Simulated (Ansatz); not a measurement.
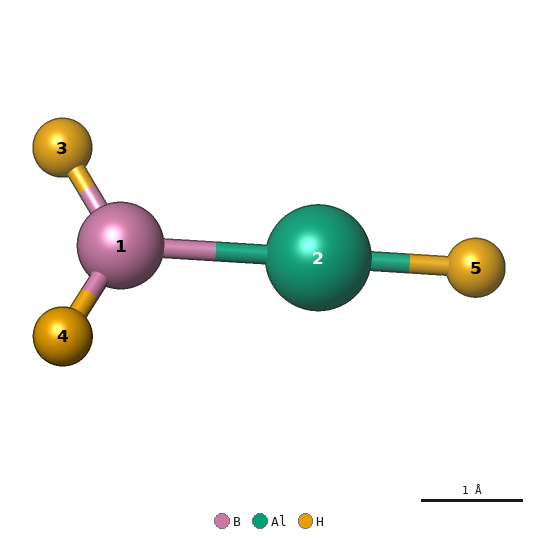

Orthographic view with a scale bar. The species is neutral and a spin doublet. The geometry was computed by an optimisation with PBE0-D4/def2-TZVP. No frequency run is at hand to confirm it as a minimum.

Reconstruct the coordinates (Å) as seen: x to the right, y up, z towards the viewer, origin at the mean of the atomic positions.

```xyz
5
AlBH3
B   -0.87   0.05   0.11
Al   1.10  -0.07  -0.14
H   -1.45   1.03  -0.26
H   -1.45  -0.85   0.64
H    2.67  -0.17  -0.35
```
